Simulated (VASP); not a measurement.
# Run report: BH$_{2}$F, geometry relaxation (part 2 of 2)

BH$_{2}$F (4 atoms in the cell); Kohn-Sham DFT of a periodic cell, BLYP with D3(BJ), VASP PAW PBE potentials, hard, no spin polarisation (VASP 6.6.1); cutoff 900 eV, 1×1×1 k-mesh, Gaussian smearing of 0.01 eV. 

Geometry of the input (Å; fractional positions):
```
12.0000  0.0000  0.0000
0.0000  11.0000  0.0000
0.0000  0.0000  11.0000
B  0.4968  0.4906  0.5083
F  0.5875  0.4640  0.5702
H  0.4147  0.4320  0.5280
H  0.5019  0.5719  0.4360
```

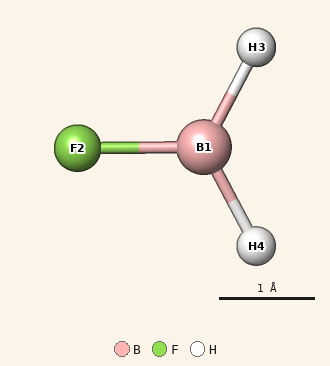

**Figure 1.** The geometry at step 2 of the log (ball-and-stick view of the molecule without its box, seen at a tilt; atoms are numbered from 1 in the order of the input).

**Parts of OUTCAR, continued**
```
 maximum number of plane-waves:     44432
 NGX is ok and might be reduce to   120
   NGX = 59   NGY = 53   NGZ = 53

--------------------------------------- Ionic step        1  -------------------------------------------

 number of electron      12.0000003 magnetization

 Free energy of the ion-electron system (eV)
  ---------------------------------------------------
  ext. energy  EPLUGINS =         0.00000000
  ---------------------------------------------------
  free energy    TOTEN  =       -18.28969846 eV

  energy without entropy =      -18.28969846  energy(sigma->0) =      -18.28969846

------------------------ aborting loop because EDIFF is reached ----------------------------------------

 Edisp (eV)   -0.05297

 E8    (eV) :    -0.0312

  FORCE on cell =-STRESS in cart. coord.  units (eV):
  Direction    XX          YY          ZZ          XY          YZ          ZX
  --------------------------------------------------------------------------------------
  -------------------------------------------------------------------------------------
  Total       0.41416    -0.13053     0.05659    -0.15947    -0.09486     0.36573
  in kB       0.45700    -0.14403     0.06245    -0.17597    -0.10467     0.40356
  external pressure =        0.13 kB  Pullay stress =        0.00 kB

 VOLUME and BASIS-vectors are now :
 -----------------------------------------------------------------------------
  energy-cutoff  :      900.00
  volume of cell :     1452.00
      direct lattice vectors                 reciprocal lattice vectors
    12.000000000  0.000000000  0.000000000     0.083333333  0.000000000  0.000000000
     0.000000000 11.000000000  0.000000000     0.000000000  0.090909091  0.000000000
     0.000000000  0.000000000 11.000000000     0.000000000  0.000000000  0.090909091

 POSITION                                       TOTAL-FORCE (eV/Angst)
 -----------------------------------------------------------------------------------
      5.96135      5.39675      5.59105        -0.512845      0.139746     -0.322350
      7.04985      5.10405      6.27175         0.521319     -0.141946      0.325639
      4.97615      4.75165      5.80805        -0.002817      0.003035     -0.003071
      6.02285      6.29035      4.79625        -0.005657     -0.000835     -0.000217
 -----------------------------------------------------------------------------------
    total drift:                                0.000958     -0.001955     -0.000915

  FREE ENERGIE OF THE ION-ELECTRON SYSTEM (eV)
  ---------------------------------------------------
  free  energy   TOTEN  =       -18.3426635969 eV

  energy  without entropy=      -18.3426635969  energy(sigma->0) =      -18.34266360

--------------------------------------- Ionic step        2  -------------------------------------------

 number of electron      11.9999998 magnetization

------------------------ aborting loop because EDIFF is reached ----------------------------------------

 Edisp (eV)   -0.05285

 E8    (eV) :    -0.0311

  FORCE on cell =-STRESS in cart. coord.  units (eV):
  Direction    XX          YY          ZZ          XY          YZ          ZX
  --------------------------------------------------------------------------------------
  -------------------------------------------------------------------------------------
  Total      -1.34825    -0.06265    -0.57972     0.47595     0.08218    -0.88249
  in kB      -1.48770    -0.06913    -0.63968     0.52518     0.09068    -0.97377
  external pressure =       -0.73 kB  Pullay stress =        0.00 kB

 VOLUME and BASIS-vectors are now :
 -----------------------------------------------------------------------------
  energy-cutoff  :      900.00
  volume of cell :     1452.00
      direct lattice vectors                 reciprocal lattice vectors
    12.000000000  0.000000000  0.000000000     0.083333333  0.000000000  0.000000000
     0.000000000 11.000000000  0.000000000     0.000000000  0.090909091  0.000000000
     0.000000000  0.000000000 11.000000000     0.000000000  0.000000000  0.090909091

 POSITION                                       TOTAL-FORCE (eV/Angst)
 -----------------------------------------------------------------------------------
      5.93661      5.40349      5.57550         1.434121     -0.388886      0.899173
      7.07500      5.09720      6.28746        -1.209799      0.324881     -0.756749
      4.97601      4.75180      5.80790        -0.199913     -0.098196      0.014527
      6.02258      6.29031      4.79624        -0.024409      0.162201     -0.156951
 -----------------------------------------------------------------------------------
    total drift:                                0.001186     -0.001274      0.000056

  FREE ENERGIE OF THE ION-ELECTRON SYSTEM (eV)
  ---------------------------------------------------
  free  energy   TOTEN  =       -18.3090994690 eV

  energy  without entropy=      -18.3090994690  energy(sigma->0) =      -18.30909947

--------------------------------------- Ionic step        3  -------------------------------------------

 number of electron      12.0000003 magnetization

------------------------ aborting loop because EDIFF is reached ----------------------------------------

 Edisp (eV)   -0.05294

 E8    (eV) :    -0.0312

  FORCE on cell =-STRESS in cart. coord.  units (eV):
  Direction    XX          YY          ZZ          XY          YZ          ZX
  --------------------------------------------------------------------------------------
  -------------------------------------------------------------------------------------
  Total      -0.07736    -0.12181    -0.12397     0.00963    -0.04010     0.02490
  in kB      -0.08537    -0.13440    -0.13680     0.01063    -0.04425     0.02748
  external pressure =       -0.12 kB  Pullay stress =        0.00 kB

 VOLUME and BASIS-vectors are now :
 -----------------------------------------------------------------------------
  energy-cutoff  :      900.00
  volume of cell :     1452.00
      direct lattice vectors                 reciprocal lattice vectors
    12.000000000  0.000000000  0.000000000     0.083333333  0.000000000  0.000000000
     0.000000000 11.000000000  0.000000000     0.000000000  0.090909091  0.000000000
     0.000000000  0.000000000 11.000000000     0.000000000  0.000000000  0.090909091

 POSITION                                       TOTAL-FORCE (eV/Angst)
 -----------------------------------------------------------------------------------
      5.95524      5.39841      5.58721         0.032662     -0.007977      0.019623
      7.05606      5.10236      6.27563         0.028697     -0.009423      0.017678
      4.97612      4.75169      5.80801        -0.050148     -0.020217      0.000290
      6.02278      6.29034      4.79625        -0.011212      0.037617     -0.037591
 -----------------------------------------------------------------------------------
    total drift:                                0.000241     -0.001876     -0.001175

  FREE ENERGIE OF THE ION-ELECTRON SYSTEM (eV)
  ---------------------------------------------------
  free  energy   TOTEN  =       -18.3472448779 eV

  energy  without entropy=      -18.3472448779  energy(sigma->0) =      -18.34724488

--------------------------------------- Ionic step        4  -------------------------------------------

 number of electron      12.0000003 magnetization

------------------------ aborting loop because EDIFF is reached ----------------------------------------

 Edisp (eV)   -0.05294

 E8    (eV) :    -0.0312

  FORCE on cell =-STRESS in cart. coord.  units (eV):
  Direction    XX          YY          ZZ          XY          YZ          ZX
  --------------------------------------------------------------------------------------
  -------------------------------------------------------------------------------------
  Total      -0.06629    -0.11909    -0.11799     0.00667    -0.04098     0.03048
  in kB      -0.07315    -0.13141    -0.13019     0.00736    -0.04522     0.03364
  external pressure =       -0.11 kB  Pullay stress =        0.00 kB

 VOLUME and BASIS-vectors are now :
 -----------------------------------------------------------------------------
  energy-cutoff  :      900.00
  volume of cell :     1452.00
      direct lattice vectors                 reciprocal lattice vectors
    12.000000000  0.000000000  0.000000000     0.083333333  0.000000000  0.000000000
     0.000000000 11.000000000  0.000000000     0.000000000  0.090909091  0.000000000
     0.000000000  0.000000000 11.000000000     0.000000000  0.000000000  0.090909091

 POSITION                                       TOTAL-FORCE (eV/Angst)
 -----------------------------------------------------------------------------------
      5.95537      5.39838      5.58729         0.022631     -0.005261      0.013324
      7.05593      5.10239      6.27555         0.037806     -0.011836      0.023387
      4.97612      4.75169      5.80801        -0.049217     -0.019748      0.000104
      6.02278      6.29034      4.79625        -0.011220      0.036845     -0.036815
 -----------------------------------------------------------------------------------
    total drift:                                0.000360     -0.001864     -0.001083

  FREE ENERGIE OF THE ION-ELECTRON SYSTEM (eV)
  ---------------------------------------------------
  free  energy   TOTEN  =       -18.3472439169 eV

  energy  without entropy=      -18.3472439169  energy(sigma->0) =      -18.34724392

--------------------------------------- Ionic step        5  -------------------------------------------

 number of electron      12.0000002 magnetization

 Free energy of the ion-electron system (eV)
  ---------------------------------------------------
  ext. energy  EPLUGINS =         0.00000000
  ---------------------------------------------------
  free energy    TOTEN  =       -18.29446284 eV

  energy without entropy =      -18.29446284  energy(sigma->0) =      -18.29446284

 E-fermi :  -7.5554     XC(G=0):  -0.4626     alpha+bet : -0.1709

 val. band max:       -7.6638643912   @ k =   0.0000   0.0000   0.0000
 cond. band min:      -2.1020240215   @ k =   0.0000   0.0000   0.0000
 fundamental gap:      5.5618403696
 Fermi energy:        -7.5554064534

 k-point     1 :       0.0000    0.0000    0.0000
  band No.  band energies     occupation
      1     -30.2527      2.00000
      2     -13.5426      2.00000
      3     -11.2619      2.00000
      4     -10.9517      2.00000
      5     -10.7535      2.00000
      6      -7.6639      2.00000
      7      -2.1020      0.00000
      8      -0.1665      0.00000
      9       0.4912      0.00000
     10       0.9142      0.00000

------------------------ aborting loop because EDIFF is reached ----------------------------------------

 Edisp (eV)   -0.05293

 E8    (eV) :    -0.0312

  FORCE on cell =-STRESS in cart. coord.  units (eV):
  Direction    XX          YY          ZZ          XY          YZ          ZX
  --------------------------------------------------------------------------------------
  -------------------------------------------------------------------------------------
  Total      -0.15241    -0.18200    -0.16732    -0.01656     0.00590     0.02008
  in kB      -0.16817    -0.20083    -0.18462    -0.01828     0.00651     0.02215
  external pressure =       -0.18 kB  Pullay stress =        0.00 kB

 VOLUME and BASIS-vectors are now :
 -----------------------------------------------------------------------------
  energy-cutoff  :      900.00
  volume of cell :     1452.00
      direct lattice vectors                 reciprocal lattice vectors
    12.000000000  0.000000000  0.000000000     0.083333333  0.000000000  0.000000000
     0.000000000 11.000000000  0.000000000     0.000000000  0.090909091  0.000000000
     0.000000000  0.000000000 11.000000000     0.000000000  0.000000000  0.090909091

 POSITION                                       TOTAL-FORCE (eV/Angst)
 -----------------------------------------------------------------------------------
      5.95640      5.39814      5.58790        -0.009637      0.001936     -0.005353
      7.05737      5.10194      6.27644         0.009662     -0.003964      0.005489
      4.97410      4.75088      5.80802         0.006144      0.009576     -0.005791
      6.02233      6.29185      4.79474        -0.006169     -0.007547      0.005655
 -----------------------------------------------------------------------------------
    total drift:                                0.000502     -0.001894     -0.000855

  FREE ENERGIE OF THE ION-ELECTRON SYSTEM (eV)
  ---------------------------------------------------
  free  energy   TOTEN  =       -18.3473950840 eV

  energy  without entropy=      -18.3473950840  energy(sigma->0) =      -18.34739508

 reached required accuracy - stopping structural energy minimisation
```

**CONTCAR**
```
BH2F
   1.00000000000000
    12.0000000000000000    0.0000000000000000    0.0000000000000000
     0.0000000000000000   11.0000000000000000    0.0000000000000000
     0.0000000000000000    0.0000000000000000   11.0000000000000000
  B               F               H
     1     1     2
Direct
     0.4963666363246130    0.4907396397390891    0.5079910487370756
     0.5881142553384516    0.4638126444406468    0.5705853278742147
     0.4145086168993415    0.4318978657645138    0.5280017376107352
     0.5018605014376015    0.5719862200557444    0.4358855257779686

  0.00000000E+00  0.00000000E+00  0.00000000E+00
  0.00000000E+00  0.00000000E+00  0.00000000E+00
  0.00000000E+00  0.00000000E+00  0.00000000E+00
  0.00000000E+00  0.00000000E+00  0.00000000E+00
```

**Trajectory as extended XYZ (Å, eV, eV/Å), 5 frames, from step=0 to step=4**
```
4
Lattice="12.0000 0.0000 0.0000 0.0000 11.0000 0.0000 0.0000 0.0000 11.0000" Properties=species:S:1:pos:R:3:forces:R:3 step=0 energy=-18.34266
B     5.9614    5.3967    5.5911   -0.5128   0.1397  -0.3223
F     7.0499    5.1040    6.2717    0.5213  -0.1419   0.3256
H     4.9761    4.7516    5.8080   -0.0028   0.0030  -0.0031
H     6.0229    6.2904    4.7962   -0.0057  -0.0008  -0.0002
4
Lattice="12.0000 0.0000 0.0000 0.0000 11.0000 0.0000 0.0000 0.0000 11.0000" Properties=species:S:1:pos:R:3:forces:R:3 step=1 energy=-18.30910
B     5.9366    5.4035    5.5755    1.4341  -0.3889   0.8992
F     7.0750    5.0972    6.2875   -1.2098   0.3249  -0.7567
H     4.9760    4.7518    5.8079   -0.1999  -0.0982   0.0145
H     6.0226    6.2903    4.7962   -0.0244   0.1622  -0.1570
4
Lattice="12.0000 0.0000 0.0000 0.0000 11.0000 0.0000 0.0000 0.0000 11.0000" Properties=species:S:1:pos:R:3:forces:R:3 step=2 energy=-18.34724
B     5.9552    5.3984    5.5872    0.0327  -0.0080   0.0196
F     7.0561    5.1024    6.2756    0.0287  -0.0094   0.0177
H     4.9761    4.7517    5.8080   -0.0501  -0.0202   0.0003
H     6.0228    6.2903    4.7962   -0.0112   0.0376  -0.0376
4
Lattice="12.0000 0.0000 0.0000 0.0000 11.0000 0.0000 0.0000 0.0000 11.0000" Properties=species:S:1:pos:R:3:forces:R:3 step=3 energy=-18.34724
B     5.9554    5.3984    5.5873    0.0226  -0.0053   0.0133
F     7.0559    5.1024    6.2755    0.0378  -0.0118   0.0234
H     4.9761    4.7517    5.8080   -0.0492  -0.0197   0.0001
H     6.0228    6.2903    4.7962   -0.0112   0.0368  -0.0368
4
Lattice="12.0000 0.0000 0.0000 0.0000 11.0000 0.0000 0.0000 0.0000 11.0000" Properties=species:S:1:pos:R:3:forces:R:3 step=4 energy=-18.34740
B     5.9564    5.3981    5.5879   -0.0096   0.0019  -0.0054
F     7.0574    5.1019    6.2764    0.0097  -0.0040   0.0055
H     4.9741    4.7509    5.8080    0.0061   0.0096  -0.0058
H     6.0223    6.2918    4.7947   -0.0062  -0.0075   0.0057
```
